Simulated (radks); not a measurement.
System: the Sb⁺ ion, configuration [Kr] 4d10 5s2 5p2 (open shells shared over both j by 2j + 1). Method: Dirac Kohn-Sham, BLYP, spin-unpolarised, spherical densities, point nucleus; computed with the in-house radial solver radks.

```
Z 51
configuration [Kr] 4d10 5s2 5p2 6s0 4f0
relativity Dirac
functional b88,lyp
spin unpolarised
j_filling average
nucleus point
c 137.035999084
```

Wanted: the number of electrons inside radius r (solid) and the radial density 4πr²ρ (dashed).

The count levels off at 50 electrons. Half of them lie within 0.399 bohr, 90 % within 1.51 bohr and 99 % within 3.47 bohr. The radial density has minima at 0.0393, 0.169 and 0.551 bohr, where the count stands at 2.0, 11.2 and 29.0; these part the shells that the density resolves.

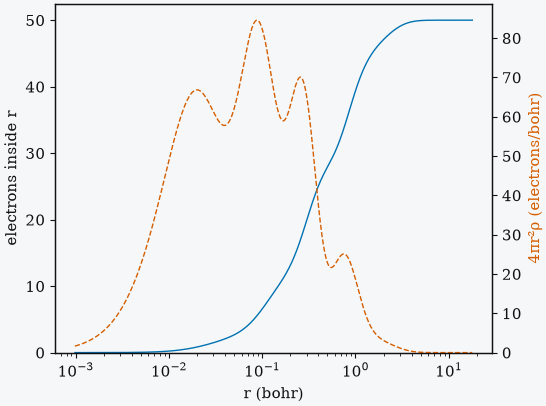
